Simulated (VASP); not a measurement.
Band structure of TiO₂ (rutile). Computed with PBE GGA with spin-orbit coupling, VASP's PBE PAW potentials (set 64) (plane waves; VASP).

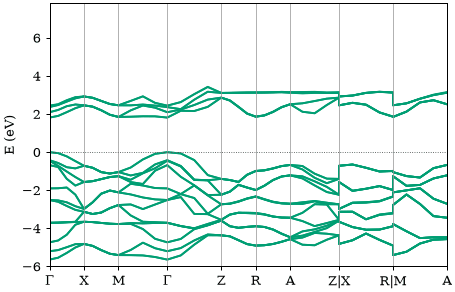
Fig. 1. Bands along high-symmetry lines, zero at the valence-band maximum or, without a gap, the Fermi level

Task: Read the plot: is there a gap, and where are the band edges?

Result: The gap is direct, 1.82 eV, from the valence maximum at Γ to the conduction minimum at Γ.

The compound is TiO2 in the rutile structure. It was relaxed first.
